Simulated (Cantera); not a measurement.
Feed: 1 mol CF4, 1.9 mol H2, at 13300 Pa.

Cantera equilibrium calculation (NASA polynomials, part measured and part estimated; ideal gas, pure solids and liquids). Candidate condensed phases: C, C6H6, C7H8, C8H18; 95 gas species. Gases not in the tables: C2F6 and larger saturated fluorocarbons. Rates play no part.

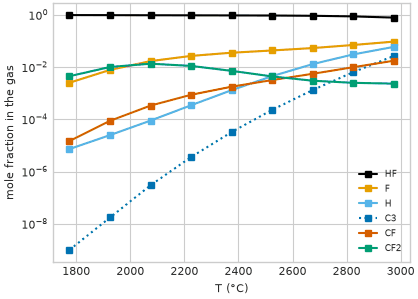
Figure. Equilibrium gas composition (values under 1e-9 drawn at 1e-9)

From 1775 °C to 2975 °C the condensed part is C(graphite). The main C-bearing gas is CF4 at 1775 °C and C3 at 2975 °C. The share of C in condensed phases is highest at 2525 °C (96.6 %) and lowest at 2975 °C (47.0 %).
